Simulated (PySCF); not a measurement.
SMILES FS(F)(F)(F)(F)F at its PBE/def2-SVP optimised geometry (Å):

```
7

F      0.0000     1.5537     0.4189
S      0.0000     0.0000     0.0000
F      0.0012    -0.4177     1.5540
F      1.6087     0.0000     0.0000
F     -1.6087     0.0000     0.0004
F     -0.0010     0.4178    -1.5539
F     -0.0001    -1.5537    -0.4188
```

Computed with PySCF with PBE/def2-TZVP. Cells within 0.4 Å of a nucleus heavier than hydrogen are left out (blank, or x).

Map of the log10 of the electron density (e/bohr³), floored at −4 on the plane z = 1.5 Å:

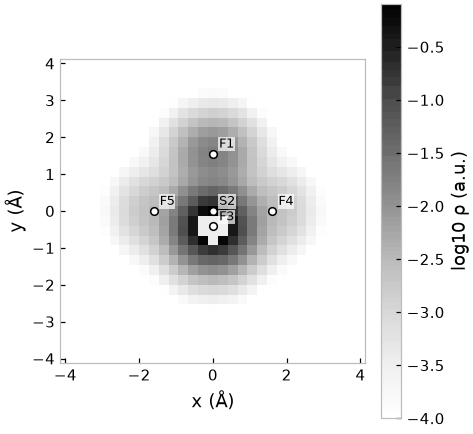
Fig. 1. Log10 of the electron density (e/bohr³), floored at −4 on the plane z = 1.5 Å.
